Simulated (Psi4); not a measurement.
# O3 (SMILES O=[O+][O-]) at B2PLYP/6-31G(d) (density fitting for correlation, spherical functions, sweep point 8)

Aim: the vertical ionisation energy of O3 at B2PLYP/6-31G* (density fitting for correlation, spherical functions, sweep point 8), from 2 runs. The job is set up through a Python script.

The results are computed with Psi4 1.11.

2 further runs of the same task are left out: 2 set aside as unsound or not needed.

## (1) The system as given

The species is O3 (3 atoms), meant as a singlet with charge 0. SMILES: `O=[O+][O-]`. The shape is that of a PBE0-D4/def2-TZVP optimisation.

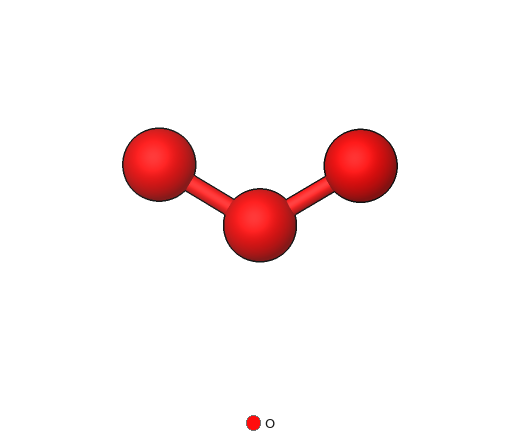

The structure, seen from a chosen angle (oxygen red).

## (2) A single-point energy at B2PLYP/6-31G(d) (density fitting for correlation, spherical functions, sweep point 8)

Input file job.py:

```python
import psi4

psi4.set_memory(1600000000)
psi4.set_num_threads(1)
psi4.core.set_output_file('psi4.out', False)

geom = psi4.geometry("""
O      1.60381056    -1.01270423     0.77384285
O     -0.43255831    -0.60017702    -0.30122234
O     -1.17125225     1.61288125    -0.47262050
units bohr
symmetry c1
""")

psi4.set_options(dict(basis='6-31G*', puream=True, scf_type='pk', dft_radial_points=99, dft_spherical_points=590, num_frozen_docc=3))

energy_value = psi4.energy('B2PLYP', molecule=geom)
print(f'B2PLYP energy: {energy_value:.10f} Eh')
```

Launch:

```
$ python job.py
```

psi4.out, cut to the lines that bear on the results:

```text
[...]
  Running in c1 symmetry.
[...]
  Nuclear repulsion =   70.641648351295615
[...]
  Multiplicity = 1
[...]
  Nalpha       = 12
  Nbeta        = 12
[...]
    Number of basis functions: 42
[...]
   @RKS iter   1:  -224.87364242370987   -2.12853e-01   1.50630e-02 DIIS/ADIIS
[...]
   @RKS iter   9:  -225.01555026034168   -9.64707e-09   5.85183e-07 DIIS
[...]
    Orbital Energies [Eh]
    ---------------------
    Doubly Occupied:
       1A    -20.065372     2A    -19.866472     3A    -19.866377
       4A     -1.556945     5A     -1.255815     6A     -0.897969
       7A     -0.700985     8A     -0.694779     9A     -0.681119
      10A     -0.433124    11A     -0.417438    12A     -0.413386
[...]
  @RKS Final Energy:  -225.01555026034168
   => Energetics <=
    Nuclear Repulsion Energy =             70.6416483512956148
    One-Electron Energy =                -448.8154783526358642
    Two-Electron Energy =                 165.3876419177169907
    DFT Exchange-Correlation Energy =     -12.2293621767184248
    Empirical Dispersion Energy =           0.0000000000000000
    VV10 Nonlocal Energy =                  0.0000000000000000
    Total Energy =                       -225.0155502603416835
[...]
 Multipole Moments:
 ------------------------------------------------------------------------------------
     Multipole            Electronic (a.u.)      Nuclear  (a.u.)        Total (a.u.)
 ------------------------------------------------------------------------------------
 L = 1.  Multiply by 2.5417464519 to convert [e a0] to [Debye]
 Dipole X            :         -0.1793436            0.0000000           -0.1793436
 Dipole Y            :         -0.2062199            0.0000000           -0.2062199
 Dipole Z            :          0.0000000            0.0000000            0.0000000
 Magnitude           :                                                    0.2732961
[...]
```

On the terminal:

```text
B2PLYP energy: -225.2232291917 Eh
```

Run time: 2.5 s. Hardware: 1 thread of Intel Xeon 6975P-C (Granite Rapids), shared host; peak memory 0.4 GiB.

## (3) The doublet cation at the same level

Input file o3.py:

```python
import psi4

psi4.set_memory(1600000000)
psi4.set_num_threads(1)
psi4.core.set_output_file('o3.out', False)

geom = psi4.geometry("""
1 2
O      1.60381056    -1.01270423     0.77384285
O     -0.43255831    -0.60017702    -0.30122234
O     -1.17125225     1.61288125    -0.47262050
units bohr
symmetry c1
""")

options = {'basis': '6-31G*', 'reference': 'uks', 'puream': True, 'scf_type': 'pk', 'dft_radial_points': 99, 'dft_spherical_points': 590, 'num_frozen_docc': 3, 'maxiter': 150}
psi4.set_options(options)

result, w = psi4.energy('b2plyp', molecule=geom, return_wfn=True)
print(f'total energy {result:.8f} hartree = {result * 27.211386:.5f} eV')
```

Launch:

```
$ python o3.py
```

o3.out, cut to the lines that bear on the results:

```text
[...]
  Running in c1 symmetry.
[...]
  Nuclear repulsion =   70.641648351295615
[...]
  Multiplicity = 2
[...]
  Nalpha       = 12
  Nbeta        = 11
[...]
    Number of basis functions: 42
[...]
   @UKS iter   1:  -224.32697026791828    3.33819e-01   1.74687e-02 ADIIS/DIIS
[...]
   @UKS iter  12:  -224.53601725140359   -8.35695e-09   7.60578e-07 DIIS
[...]
   @S^2 Observed:                7.728227336E-01
[...]
    Orbital Energies [Eh]
    ---------------------
    Alpha Occupied:
       1A    -20.486949     2A    -20.315305     3A    -20.315201
       4A     -1.966342     5A     -1.676053     6A     -1.309878
       7A     -1.105540     8A     -1.088034     9A     -1.080721
      10A     -0.858162    11A     -0.858110    12A     -0.809560
    Alpha Virtual:
      13A     -0.506566    14A     -0.184210    15A     -0.093758
      16A      0.445875    17A      0.509048    18A      0.517730
      19A      0.528886    20A      0.603982    21A      0.624692
      22A      0.662775    23A      0.697076    24A      0.708071
      25A      0.756768    26A      1.090868    27A      1.103828
[...]
  @UKS Final Energy:  -224.53601725140359
   => Energetics <=
    Nuclear Repulsion Energy =             70.6416483512956148
    One-Electron Energy =                -439.2307851899012690
    Two-Electron Energy =                 156.0466023693217323
    DFT Exchange-Correlation Energy =     -11.9934827821196670
    Empirical Dispersion Energy =           0.0000000000000000
    VV10 Nonlocal Energy =                  0.0000000000000000
    Total Energy =                       -224.5360172514035924
[...]
 Multipole Moments:
 ------------------------------------------------------------------------------------
     Multipole            Electronic (a.u.)      Nuclear  (a.u.)        Total (a.u.)
 ------------------------------------------------------------------------------------
 L = 1.  Multiply by 2.5417464519 to convert [e a0] to [Debye]
 Dipole X            :         -0.0565303            0.0000000           -0.0565303
 Dipole Y            :         -0.0646609            0.0000000           -0.0646609
 Dipole Z            :          0.0000000            0.0000000            0.0000000
 Magnitude           :                                                    0.0858877
[...]
```

Standard output:

```text
total energy -224.77535417 hartree = -6116.44893 eV
```

Run time: 4.2 s. Hardware: 1 thread of Intel Xeon 6975P-C (Granite Rapids), shared host; peak memory 0.4 GiB.

## (4) Results

Level: B2PLYP/6-31G* (density fitting for correlation, spherical functions, sweep point 8), 3 core orbitals frozen.

| quantity | value |
| --- | --- |
| singlet O3: total energy | -225.22323 Eh |
| singlet O3: HOMO energy (SCF part's orbitals) | -11.25 eV |
| singlet O3: LUMO energy (SCF part's orbitals) | -3.11 eV |
| singlet O3: HOMO–LUMO gap (SCF part's orbitals) | 8.14 eV |
| doublet cation: total energy | -224.77535 Eh |
| doublet cation: HOMO energy (SCF part's orbitals) (highest over α and β) | -20.31 eV |
| doublet cation: LUMO energy (SCF part's orbitals) (lowest over α and β) | -14.72 eV |
| doublet cation: ⟨S²⟩ | 0.773 |
| vertical ionisation energy (to the doublet cation) | 12.187 eV |

**Reading.** Removing an electron at fixed nuclei costs 12.19 eV (281 kcal/mol). The negative HOMO energy of the first species, 11.25 eV, lies 0.94 eV below that difference.
